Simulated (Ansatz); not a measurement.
# Ge4I: the cost of one run

Program: Ansatz 0.2.0. Level of theory: DFT PBE, scalar-relativistic, plane waves, PAW. These are calculated values, not measurements.

### 1 The starting structure

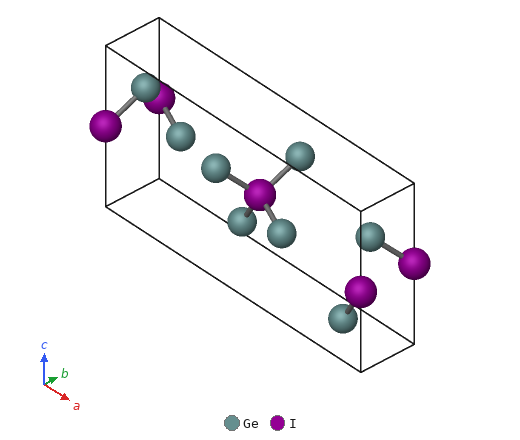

Start, viewed slightly off an axis; germanium teal, iodine purple. Atoms on the faces are drawn again on the opposite ones. The cell drawn here is the conventional one.

Coordinates:

```
CELL_PARAMETERS angstrom
5.56833 -2.85994 0.00000
5.56833 2.85994 0.00000
-2.86780 0.00000 5.13310
ATOMIC_POSITIONS crystal
Ge 0.33716 0.92023 0.42961
Ge 0.90559 0.32176 0.81978
Ge 0.07977 0.66284 0.57039
Ge 0.67824 0.09441 0.18022
I 0.99960 0.00040 0.50000
```

Recipe of the guess: species swapped into a database cell of OsO4 (C2, No. 5), with I on the Os sites and Ge on the O sites. Lengths come from tabulated atomic sizes and are only a guess.

### 2 A first look at the guess

The input, input.yaml:

```yaml
crystal:
  lattice:
    - [5.56832959, -2.85994287, 0.0]
    - [5.56832959, 2.85994287, 0.0]
    - [-2.86779831, 0.0, 5.13310014]
  atoms:
    - { symbol: Ge, position: [0.33715501, 0.92022801, 0.42961499] }
    - { symbol: Ge, position: [0.90559, 0.321755, 0.81978202] }
    - { symbol: Ge, position: [0.07977199, 0.66284499, 0.57038501] }
    - { symbol: Ge, position: [0.678245, 0.09441, 0.18021798] }
    - { symbol: I, position: [0.99959999, 0.00040001, 0.5] }
basis:
  ecutwfc: 420
kpoints:
  mp_grid: { grid: [4, 4, 4] }
hamiltonian:
  xc: pbe
scf:
  occupations: { method: gaussian, width: 0.1 }
  lower_state_search: "off"
output:
  forces: true
  stress: true
  eigenvalues: true
```

The run is started by

```
$ ansatz run input.yaml --threads 1 --pin off --max-ram 2560MiB --backend cpu --events-out ev --progress --plain --runs-dir out
```

Q: Estimate wall time and peak memory on 1 thread of Intel Xeon Platinum 8375C at 2.90GHz (Ice Lake), shared host.

About 10 s, with a peak of 0.51 GiB.
